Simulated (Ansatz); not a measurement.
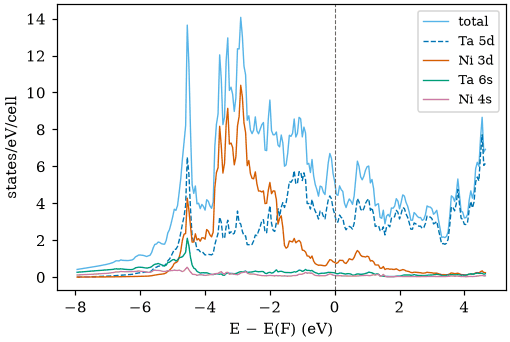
Total and projected density of states of Ta₂Ni in space group I4/mcm (No. 140; Ta on 8h, Ni on 4a), r²SCAN (plane waves, PAW; program Ansatz)

Q: Which orbitals carry the states next to the Fermi level?

A: Within 0.5 eV of the Fermi level: Ta 5d 68 %, Ni 3d 16 %, outside the projected shells 9 %. Projections are on Löwdin-orthogonalised atomic valence shells; empty p or d shells of many metals are not among them.

Q: Where is the tallest occupied peak in this window, and what makes it?

A: Near -2.9 eV, about 14 states/eV per cell; the largest projected share is Ni 3d.

The workflow started from an entry of the Crystallography Open Database (COD). Whether it is the stable phase at ambient conditions was not checked. Symmetry was held in the r²SCAN relaxation; its stability against distortions is not shown here. The workflow began spin-polarised and lost its moments. Spin–orbit coupling is left out wherever it is not named.

Potentials: the later of the program's two PAW sets.
